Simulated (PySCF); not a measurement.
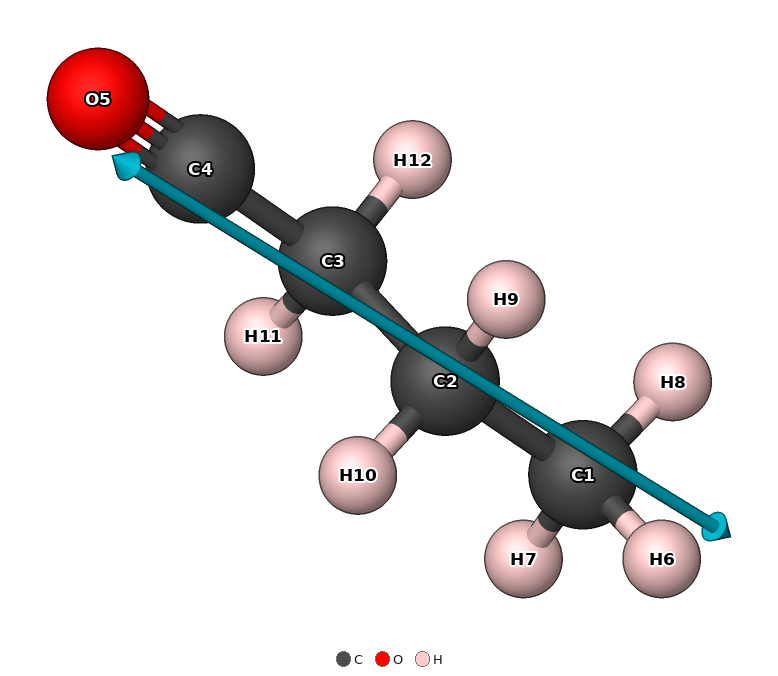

The double arrow shows the direction of the transition dipole to excited singlet state 8 (its length means nothing). State: charge +1, singlet. The geometry was computed by an optimisation with PBE0-D3(BJ)/def2-SVP. No frequency run is at hand to confirm it as a minimum. Properties computed with TDDFT PBE0/def2-SVPD, vertical, gas phase, core orbitals frozen in the response (PySCF 2.14.0).

Where does the transition lie, and how strong is it?

Answer. 7.96 eV (156 nm), oscillator strength 0.021, mainly HOMO−3 → LUMO+1 (weight 0.78); transition dipole 0.84 D.
